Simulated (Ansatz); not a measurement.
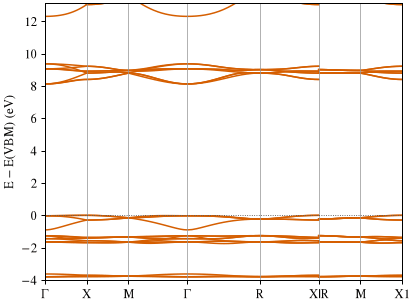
Figure: Band structure from r²SCAN+D4 in the plane-wave PAW code Ansatz

Q: Read off the gap and where the band edges lie.

A: About 8.1 eV (8.13 eV by a search for the band edges); maximum at X, minimum at Γ.

The material is N (α-N2, space group No. 205).

Space group Pa-3 (α-N2). The r²SCAN+D4 relaxation kept the symmetry of its start. The substance is a gas or liquid at ambient conditions; this is its low-temperature solid.

Potentials: the later of the program's two PAW sets.
